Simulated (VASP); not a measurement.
Band structure of Sr (fcc). Method: vdW-DF2, VASP's PBE PAW potentials (set 64) (plane waves; VASP 6.6.1).

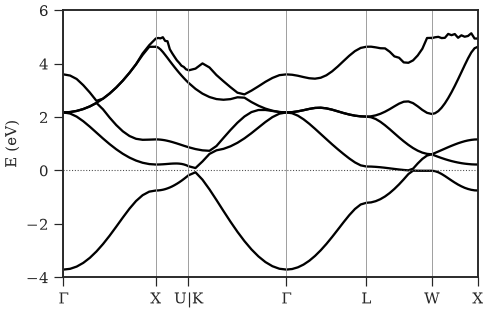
*Bands along high-symmetry lines, zero at the valence-band maximum or, without a gap, the Fermi level*

**Question.** Read the plot: is there a gap, and where are the band edges?

**Answer.** It has no gap at this level: it comes out as a metal or semimetal. (Edges off the drawn lines would not show.)

The compound is Sr in the fcc structure. It was relaxed first.
